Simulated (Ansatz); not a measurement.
BClGeH (SMILES Cl[B]=[GeH+]) (charge +1)

The calculation's input:

```
crystal:
  periodic: [false, false, false]
  atoms:
    - {symbol: B, position_ang: [-0.704855, -0.103077, 0.560248]}
    - {symbol: Cl, position_ang: [-2.318837, -0.429642, 0.571303]}
    - {symbol: Ge, position_ang: [1.459286, 0.248477, 0.392507]}
    - {symbol: H, position_ang: [1.181925, 0.990823, 1.808242]}
basis:
  gaussian:
    orbitals: def2-TZVPD
total_charge: 1
hamiltonian:
  xc: pbe0
output: {forces: true, orbitals: {seedname: orbitals}}
```

Run with:

```sh
ansatz run input.yaml --threads 1 --pin off --max-ram 2610MiB --events-out events.jsonl --progress --plain --runs-dir runs
```

Geometry: BLYP-D3(BJ)/def2-SVP.

Computed with isolated molecule in a Gaussian basis; Kohn-Sham density functional theory, functional PBE0 (Ansatz).

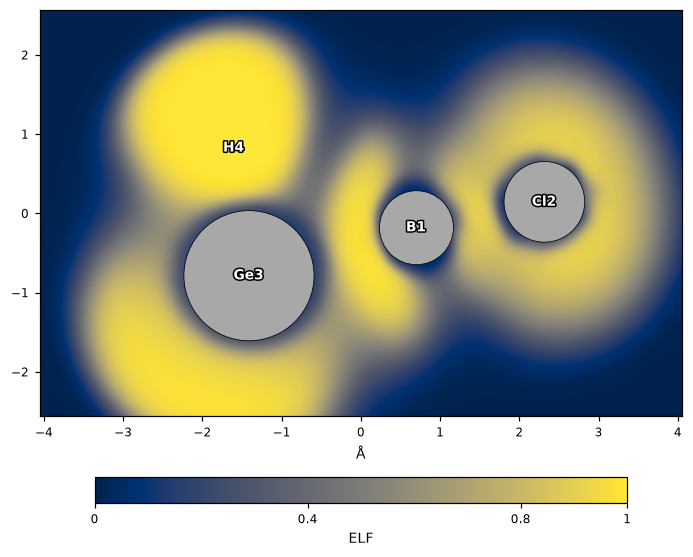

Figure 1. Electron localisation function on the molecular plane. Grey discs cover the atomic cores.

> Read the bonding off the picture.

The section cuts through B, Cl, Ge and H sites. B–Cl (1.65 Å): the ELF peaks at about 0.90 between the atoms: a short, strongly polar bond. Ge–B (2.20 Å): the ELF peaks at about 1 in the valence shell of B, 0.8 Å from its nucleus, and is about 0.75 at the midpoint. Ge–H (1.62 Å): the ELF climbs to about 1 towards the hydrogen. The ELF also peaks beside Cl2, away from the bonds: lone-pair regions.

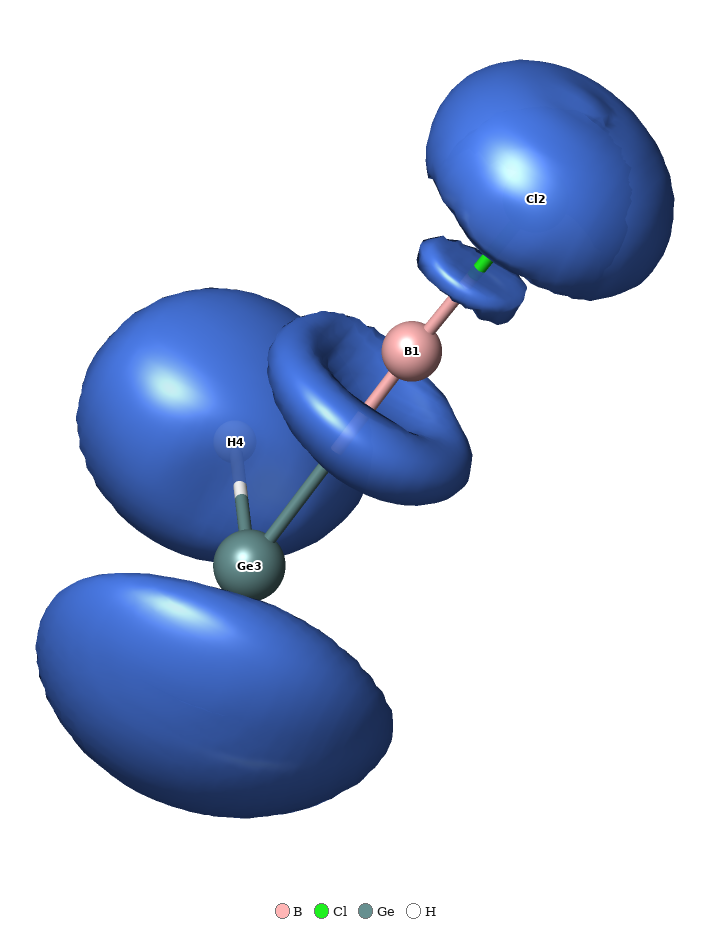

Figure 2. Isosurface of the electron localisation function at 0.85 (blue), seen at an oblique angle. Only the valence region is drawn (cores and ρ < 0.01 e/Å³ removed).

> What do the ELF domains correspond to?

At this value the surface marks out one region between bonded B–Cl atoms (shared pairs), one region around a hydrogen nucleus, one lobe of the valence shell of B pointing towards Ge (polar bonds), one ring or bowl of non-bonding electrons around Cl and one lobe on Ge, pointing away from the bonds (lone pairs).

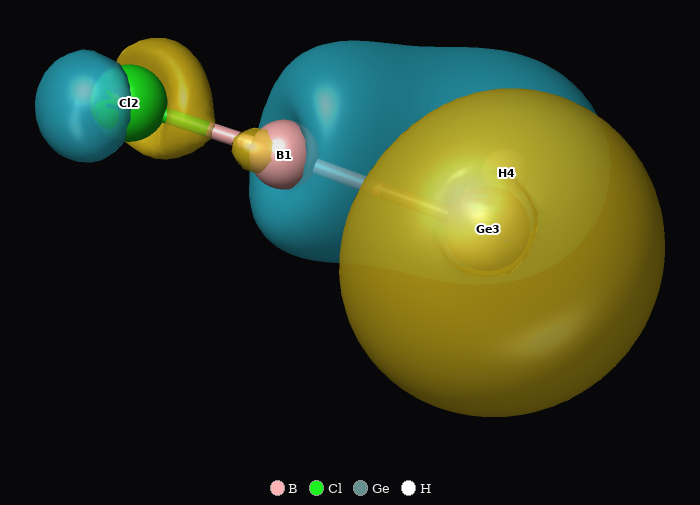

Figure 3. The HOMO at ±0.08 Å⁻³ᐟ² (yellow and cyan are the two phases), seen at an oblique angle.

> Where does this orbital lie, and at what energy?

It lies mainly on Ge3 (about 65 %), H4 (about 20 %) and B1 (about 10 %); it is symmetric in the molecular plane (an in-plane orbital: σ, lone-pair or in-plane π type). Its energy is −13.23 eV.
